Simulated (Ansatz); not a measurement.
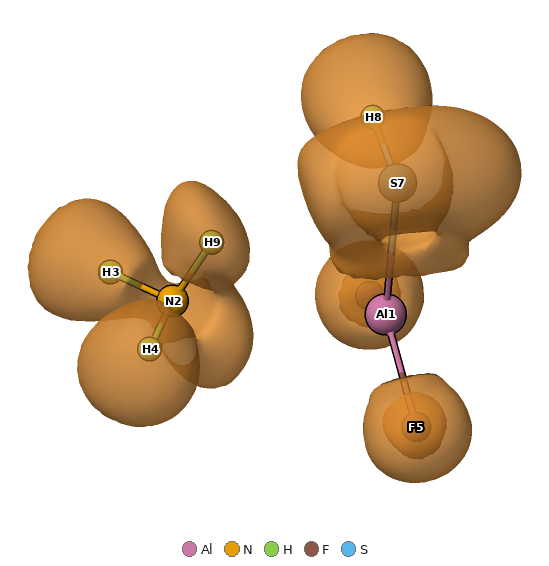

Figure 1: AlF2HS···NH3. Isosurface of the electron localisation function at 0.8 (orange), seen at a tilt. Core shells and regions of very low density are left out.

Not at a stationary point (largest force 1.2 eV/Å).

All numbers below come from RKS r2SCAN-D4/def2-SVP (Ansatz).

```yaml
atoms:
  - { symbol: Al, position_ang: [-0.1093, 0.5962, -0.4955] }
  - { symbol: N, position_ang: [-0.0204, 0.0854, 2.5523] }
  - { symbol: H, position_ang: [-0.7892, -0.2553, 3.1258] }
  - { symbol: H, position_ang: [0.8531, -0.1279, 3.0301] }
  - { symbol: F, position_ang: [1.3919, 0.0119, -0.8726] }
  - { symbol: F, position_ang: [-1.4713, -0.1803, -1.0306] }
  - { symbol: S, position_ang: [-0.2580, 2.6549, 0.3696] }
  - { symbol: H, position_ang: [-1.6111, 2.6127, 0.3644] }
  - { symbol: H, position_ang: [-0.0972, 1.1197, 2.4733] }
```

Q: What do the ELF domains correspond to?

A: The surface consists of one region around a hydrogen nucleus, one region on S in which the atom's valence shell and bonds are merged, two regions wrapped around F (the valence shell of each) and one joined region spread over several atoms (H, N), in which their bonds and any lone pairs are merged. Along the contacts the grid gives the following. Al1···N2 (3.09 Å): the ELF is about 0.15 at the midpoint. Al–F (1.65 Å): the ELF peaks at about 0.85 in the valence shell of F, 0.6 Å from its nucleus, and is about 0.20 at the midpoint.
